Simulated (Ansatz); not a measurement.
# doublet [SiHF3]+: levels of theory compared

Wanted: a comparison of 6 runs (UB3LYP/6-31G*, U-r2SCAN/def2-SVPD, U-wB97M-V/def2-SVPD, UB2PLYP/def2-SVPD, RPA@PBE0/def2-SVPD, UCCSD/def2-SVPD) of doublet [SiHF3]+. 

The results are computed with Ansatz 0.2.0.

55 further runs of the same task are left out: 55 set aside as unsound or not needed.

**1. The molecule**

[SiHF3]+: 5 atoms, total charge +1, spin state doublet. SMILES of the parent species: `F[SiH](F)F`. The shape is that of a PBE0-D4/def2-TZVP optimisation. That shape belongs to the parent species and isn't relaxed for this state.

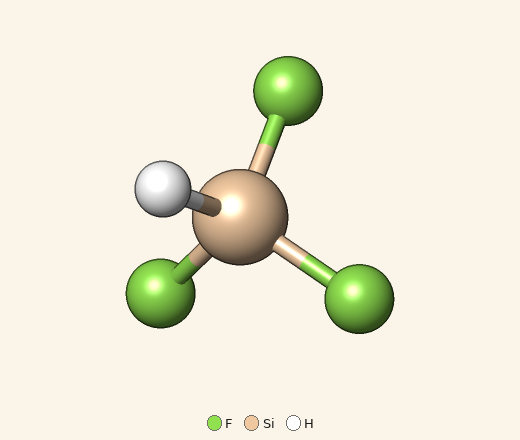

The structure, seen from a chosen angle (fluorine green, silicon light orange, hydrogen white).

**2. A single-point energy at UB3LYP/6-31G(d) (spherical functions) (run 1)**

Input file run.yaml:

```yaml
basis:
  gaussian:
    orbitals: 6-31G_st_-spherical.json
crystal:
  periodic: [false, false, false]
  atoms:
    - {symbol: F, position_ang: [-0.447100, -0.082200, 1.491300]}
    - {symbol: Si, position_ang: [0.040700, 0.001700, -0.001800]}
    - {symbol: F, position_ang: [-0.597100, 1.281400, -0.657200]}
    - {symbol: F, position_ang: [-0.495900, -1.263300, -0.767200]}
    - {symbol: H, position_ang: [1.499400, 0.062400, -0.065100]}
total_charge: 1
magnetization:
  spin_polarized: true
  initial_magnetization: 1
hamiltonian:
  xc: {name: B3LYP}
accuracy: high
output: {orbitals: {seedname: orbitals}}
```

The basis set 6-31G* is read from a file made from the Basis Set Exchange's data (not shown).

The run is started by

```console
ansatz run run.yaml --threads 1 --pin off --max-ram 3480MiB --events-out events.jsonl --progress --plain --runs-dir runs
```

What it wrote:

```text
Warning: RAYON_NUM_THREADS=1 ignored (pool sized by the plan → 1); use --threads N
Functional definition: B3LYP
  name "B3LYP"
  parameter a0 = 0.2
  parameter ax = 0.72
  parameter ac = 0.81
  exchange = (1 - a0 - ax)*slater_x + ax*b88_x + a0*exact_x
  correlation = (1 - ac)*vwn_rpa_c + ac*lyp_c
1306 factors; integrals over basis functions are off by at most 3.6e-9 eV
mean field evaluation 1: about -16021.4718 eV, gradient 6.5e1 eV
mean field evaluation 2: about -15979.7542 eV, gradient 1.3e2 eV
mean field evaluation 4: about -16035.0328 eV, gradient 5.3e0 eV
mean field evaluation 8: about -16035.2904 eV, gradient 3.8e-1 eV
mean field evaluation 16: about -16035.2910 eV, gradient 1.6e-4 eV
mean field evaluation 32: about -16035.1832 eV, gradient 6.5e-1 eV
mean field -16035.29100026 eV, -589.2860751488 hartree, gradient 5.5e-8 eV, S^2 0.756346; 4 other end points of the search recorded, 0 dependent functions left out
reference -16035.29103376 eV, -589.2860763801 hartree; 21, 20 occupied and 41, 42 virtual orbitals, 1306 factors
Total energy: -16035.29103376 eV, -589.2860763801 hartree
```

It took 8.4 s on 1 thread of Arm Neoverse V2, shared host; peak memory 0.24 GiB.

**3. The energy at U-r2SCAN/def2-SVPD (run 2)**

Edit run.yaml of step 2 so:

```diff
@@ -1,4 +1 @@
-basis:
-  gaussian:
-    orbitals: 6-31G_st_-spherical.json
 crystal:
@@ -11,3 +8,6 @@
     - {symbol: H, position_ang: [1.499400, 0.062400, -0.065100]}
-total_charge: 1
+basis:
+  gaussian:
+    orbitals: def2-SVPD
+accuracy: high
 magnetization:
@@ -16,4 +16,4 @@
 hamiltonian:
-  xc: {name: B3LYP}
-accuracy: high
+  xc: {name: r2SCAN}
 output: {orbitals: {seedname: orbitals}}
+total_charge: 1
```

The run is started by

```console
ansatz run run.yaml --threads 1 --pin off --max-ram 3480MiB --events-out events.jsonl --progress --plain --runs-dir runs
```

What it wrote:

```text
Warning: RAYON_NUM_THREADS=1 ignored (pool sized by the plan → 1); use --threads N
Functional definition: r2SCAN
  name "r2SCAN"
  parameter k0 = 0.174
  parameter k1 = 0.065
  parameter a1 = 4.9479
  exchange = r2scan_x(k0 = k0, k1 = k1, a1 = a1)
  correlation = r2scan_c
1965 factors; integrals over basis functions are off by at most 3.3e-9 eV
mean field evaluation 1: about -16007.2797 eV, gradient 6.9e1 eV
mean field evaluation 2: about -15927.9089 eV, gradient 1.7e2 eV
mean field evaluation 4: about -16022.8276 eV, gradient 8.6e0 eV
mean field evaluation 8: about -16023.2085 eV, gradient 3.9e-1 eV
mean field evaluation 16: about -16023.2125 eV, gradient 1.5e-4 eV
mean field evaluation 32: about -16023.0785 eV, gradient 1.2e0 eV
mean field -16023.21253442 eV, -588.8421997164 hartree, gradient 7.9e-8 eV, S^2 0.757471; 6 other end points of the search recorded, 0 dependent functions left out
reference -16023.21254105 eV, -588.8421999599 hartree; 21, 20 occupied and 80, 81 virtual orbitals, 1965 factors
Total energy: -16023.21254105 eV, -588.8421999599 hartree
```

It took 30 s on 1 thread of Arm Neoverse V2, shared host; peak memory 0.46 GiB.

Runs 3 to 5 aren't shown in full; the table further down has their settings and results.

**4. The energy at UCCSD/def2-SVPD (run 6)**

Input file molecule.yaml:

```yaml
crystal:
  periodic: [false, false, false]
  atoms:
    - {symbol: F, position_ang: [-0.447100, -0.082200, 1.491300]}
    - {symbol: Si, position_ang: [0.040700, 0.001700, -0.001800]}
    - {symbol: F, position_ang: [-0.597100, 1.281400, -0.657200]}
    - {symbol: F, position_ang: [-0.495900, -1.263300, -0.767200]}
    - {symbol: H, position_ang: [1.499400, 0.062400, -0.065100]}
basis:
  gaussian: {orbitals: def2-SVPD}
accuracy: high
scf: {omitted_lower_state_checks: [cluster_reference, increment]}
total_charge: 1
correlation: {method: ccsd, frozen_orbitals: {F: 1, H: 0, Si: 5}}
magnetization: {spin_polarized: true, initial_magnetization: 1}
```

The run is started by

```console
ansatz run molecule.yaml --threads 1 --pin off --max-ram 3480MiB --events-out events.jsonl --progress --plain --runs-dir runs
```

What it wrote:

```text
Warning: RAYON_NUM_THREADS=1 ignored (pool sized by the plan → 1); use --threads N
[... 13 lines left out ...]
8 core orbitals not correlated: weight in the atoms' cores, before any rotation towards them, 1.000 or more for the frozen orbitals, at most 0.000 for the correlated occupied ones
[... 30 lines left out ...]
Total energy: -15996.63257221 eV, -587.8654041217 hartree
Checks for a lower state left out: cluster_reference, increment
```

It took 95 s on 1 thread of Arm Neoverse V2, shared host; peak memory 1.5 GiB.

**5. All runs side by side**

```csv
run,level,frozen core orbitals,energy (Eh),HOMO energy (eV),LUMO energy (eV),⟨S²⟩,wall time
1,UB3LYP/6-31G* (spherical functions),–,-589.286076,-19.02,-16.93,0.756,8.4 s
2,U-r2SCAN/def2-SVPD,–,-588.842200,-18.14,-17.41,0.757,30 s
3,U-wB97M-V/def2-SVPD,–,-588.883407,-22.22,-15.10,0.757,1.8 min
4,UB2PLYP/def2-SVPD,8,-588.648085,-21.68,-15.86,0.762,19 s
5,RPA@PBE0/def2-SVPD,8,-588.078532,–,–,0.758,26 s
6,UCCSD/def2-SVPD,8,-587.865404,–,–,0.759,95 s
```

**6. What came out**

| quantity | value |
| --- | --- |
| run 6: total energy | -587.86540 Eh |
| run 6: correlation energy (8 core orbitals frozen) | -679.7 mEh |
| run 6: ⟨S²⟩ of the reference determinant | 0.759 |
| run 6: T1 diagnostic | 0.029 |

Totals of different functionals can't be ranked against each other. All runs together took 4.7 min, the longest 1.8 min.
